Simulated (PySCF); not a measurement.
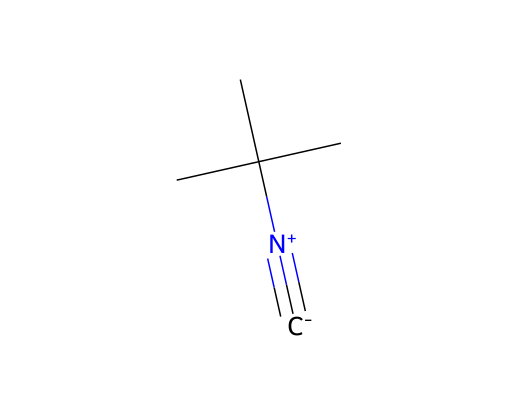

Skeletal drawing of a molecule.

**Give its SMILES.**

[C-]#[N+]C(C)(C)C

**Give the formula, hydrogens included.**

C5H9N.

**An optimisation with PBE0-D3(BJ)/def2-SVP gave a structure of which point group?**

C3v.

More results for the same structure follow; atom numbers are the same in all pictures, views and colours differ. Computed geometry: PBE0-D3(BJ)/def2-SVP optimisation. No frequency run is at hand to confirm it as a minimum.

**NMR shielding**

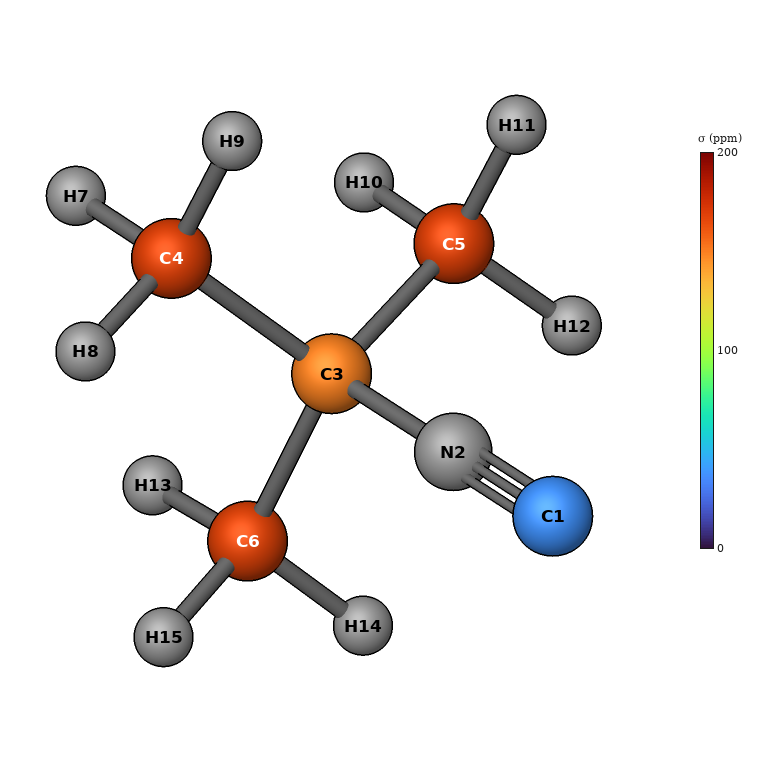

Atoms are coloured by their isotropic NMR shieldings (C only, the others grey). No frequency run is at hand to confirm it as a minimum. Properties computed with GIAO PBE0/6-31G NMR shielding, non-relativistic, gas phase (PySCF 2.14.0).

Give the isotropic NMR shieldings of the C atoms atom by atom.

```json
{"atom": "C1", "σ (ppm)": "37.6"}
{"atom": "C3", "σ (ppm)": "149.0"}
{"atom": "C4", "σ (ppm)": "167.2"}
{"atom": "C5", "σ (ppm)": "167.2"}
{"atom": "C6", "σ (ppm)": "167.2"}
```

**Bond orders**

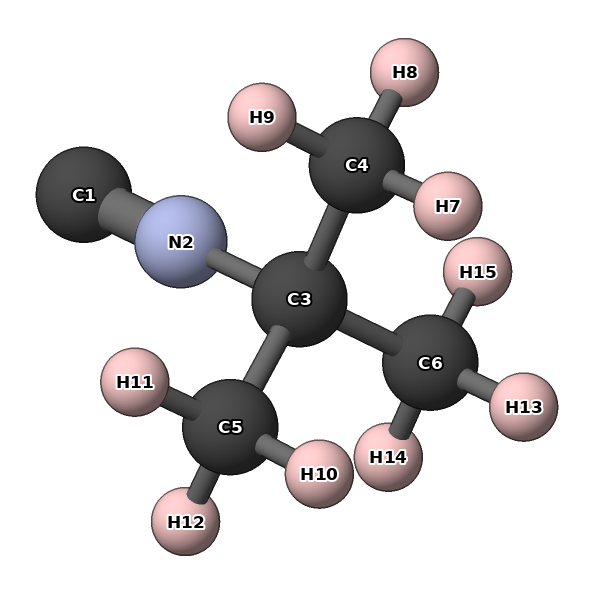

The thickness of each stick grows with its Mayer bond order. No frequency run is at hand to confirm it as a minimum. Computed with PBE0/def2-TZVP (PySCF 2.14.0).

List the Mayer bond orders of C1–N2, N2–C3, C3–C4, C4–H7, C4–H8 (one bond of each equivalent set).

```tsv
bond	Mayer order	length (Å)
C1–N2	2.34	1.173
N2–C3	0.94	1.432
C3–C4	0.99	1.530
C4–H7	0.96	1.100
C4–H8	0.96	1.100
```

**Quadrupole coupling**

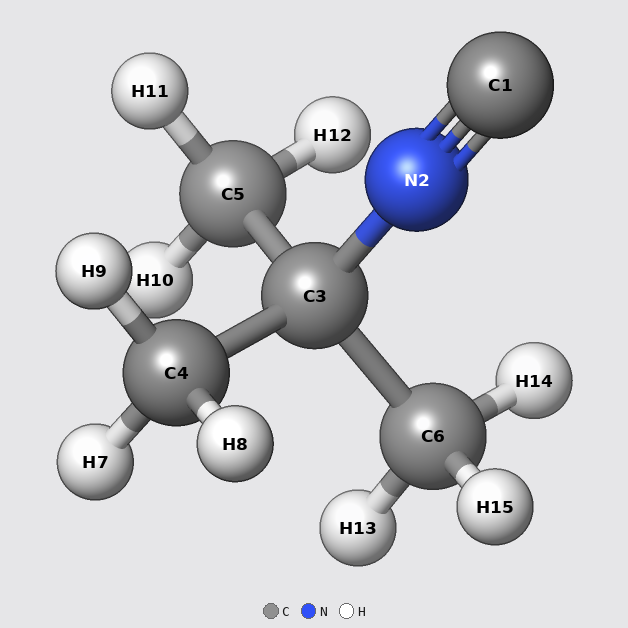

No frequency run is at hand to confirm it as a minimum. Electric field gradients from the ground-state density, PBE0/STO-3G (PySCF 2.14.0), non-relativistic apart from any core potentials.

Give the largest field-gradient component, the quadrupole coupling constant and the asymmetry for 14N at N2 (Q = 20.44 mb).

| atom | V_zz (a.u.) | e²qQ/h (MHz) | η |
| --- | --- | --- | --- |
| N2 | 0.746 | 3.58 | 0.00 |
